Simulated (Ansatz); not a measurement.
The starting structures come from a database of crystals and need not be the phases stable at ambient conditions.

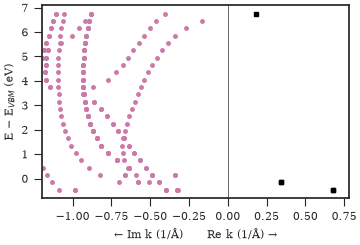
Figure: Complex bands at the centre of the two-dimensional zone; r2SCAN run with Ansatz (a program for electronic structure)

The gap is the functional's own, uncorrected, and κ follows it; spin-orbit coupling is left out. Mid-gap values are interpolated between the computed energies.

### Question
This is CaSnF6 (Fm-3m, not sure to be the ambient phase, 8 atoms a cell, 18.8 Å³ an atom) along the normal of (001). Read off the slowest decay at the centre of the two-dimensional zone at 3.15 eV, the computed energy nearest the middle of the gap.

### Answer
κ ≈ 0.60 1/Å, a decay length 1/(2κ) of the density of 0.84 Å.
